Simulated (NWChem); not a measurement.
# UHF/cc-pVTZ (tol2e 1e-08) run of BF2 (SMILES F[B]F)

What is the vertical ionisation energy of BF2 at UHF/cc-pVTZ (tol2e 1e-08)? 

The results are computed with NWChem 7.3.0.

2 further runs of the same task are left out: 2 that didn't finish.

## 1. The molecule

BF2: 3 atoms, total charge 0, spin state doublet. As SMILES, `F[B]F`. Geometry: relaxed at PBE0-D4/def2-TZVP.

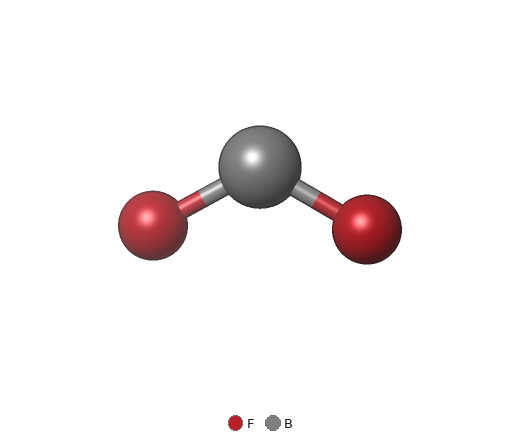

The structure, seen from a chosen angle (fluorine red, boron grey).

## 2. A single-point energy at UHF/cc-pVTZ (tol2e 1e-08)

bf2.xyz reads:

```xyz
3
BF2
F      0.513100    -1.044300     0.160000
B      0.279000     0.240500     0.181300
F     -0.802900     0.738900    -0.354600
```

bf2.nw reads:

```
start bf2
title "BF2"
memory 2200 mb

geometry units angstroms noautosym nocenter noautoz
  load format xyz bf2.xyz
end

basis spherical bse
  * library cc-pVTZ
end

scf
  doublet
  uhf
  thresh 1e-08
  maxiter 80
  tol2e 1e-08
  print low
end

task scf energy
```

The run is started by

```console
$ nwchem bf2.nw > bf2.out
```

What it wrote:

```text
[...]
  functions       =    90
[...]
  wavefunction    = UHF
[...]
         Total SCF energy =   -223.707421781739
      One electron energy =   -421.309660504765
      Two electron energy =    142.299950419522
 Nuclear repulsion energy =     55.302288303505
                       Sz =      0.5000
                 Sz(Sz+1) =      0.7500
                      S^2 =      0.7522
[...]
```

It took 26 s on 1 thread of Intel Xeon Platinum 8259CL at 2.50GHz (Skylake/Cascade Lake), shared host; peak memory 0.1 GiB.

## 3. The singlet cation

mol.nw reads:

```
start mol
title "BF2"
memory stack 880 mb heap 220 mb global 1100 mb
charge 1
geometry noautosym nocenter noautoz
F      0.513100    -1.044300     0.160000
B      0.279000     0.240500     0.181300
F     -0.802900     0.738900    -0.354600
end
basis spherical bse
* library cc-pVTZ
end
scf
thresh 1e-08
maxiter 80
tol2e 1e-08
noprint "final vectors analysis"
end
task scf energy
```

The run is started by

```console
$ nwchem mol.nw > mol.out
```

What it wrote:

```text
[...]
  functions       =    90
[...]
  wavefunction    = RHF
[...]
         Total SCF energy =   -223.324949722803
      One-electron energy =   -413.582014611756
      Two-electron energy =    134.954776585449
 Nuclear repulsion energy =     55.302288303504
        Time for solution =     16.2s
[...]
```

Wall time 17 s (1 thread of Intel Xeon Platinum 8259CL at 2.50GHz (Skylake/Cascade Lake), shared host); peak memory 0.1 GiB.

## 4. Results

Level: UHF/cc-pVTZ (tol2e 1e-08).

```
                                          quantity          value
                         doublet BF2: total energy  -223.70742 Eh
                                 doublet BF2: ⟨S²⟩          0.752
                      singlet cation: total energy  -223.32495 Eh
vertical ionisation energy (to the singlet cation)      10.408 eV
```

In words: The vertical ionisation energy comes to 10.41 eV (1004 kJ/mol). Only the singlet of the ionised species was computed; a triplet could lie lower.
